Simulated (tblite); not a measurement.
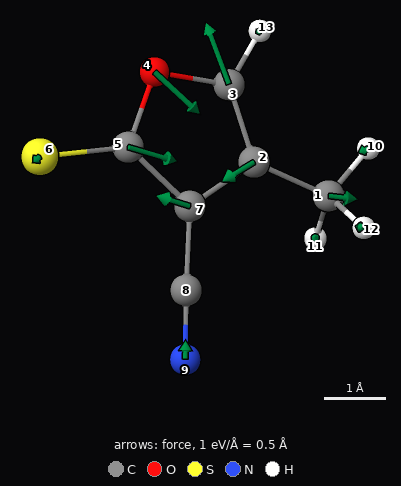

Starting geometry of C$_{6}$H$_{4}$NOS (multiplicity 2) with the computed forces as green arrows. A ball-and-stick model, seen at a tilt.

Method: tblite, GFN2-xTB geometry optimisation, gas phase. 

**Is this structure relaxed? If not, where do the atoms go?**

It isn't relaxed: the largest force vector, on C3, is 2.28 eV/Å. The final displacements follow the starting forces only in part (cosine between the two patterns 0.63). The largest move after the best rigid fit is that of S6, 0.064 Å. Largest moves by element: S 0.064 Å, C 0.057 Å, O 0.056 Å, H 0.040 Å, N 0.028 Å. Some distances before and after: C5–C7 1.471 → 1.408 Å, C3–O4 1.386 → 1.342 Å, C5–S6 1.648 → 1.674 Å, C2–C3 1.347 → 1.371 Å. Among the angles between lasting bonds that change: C2–C3–O4 116.1° → 111.9°, H10–C1–H12 106.6° → 109.2°, C3–O4–C5 105.1° → 107.7°. Over 23 geometry steps the energy falls by 4.52 kcal/mol. Cost: 0.19 s on 1 thread of Intel(R) Xeon(R) Platinum 8488C, with other jobs on the host.
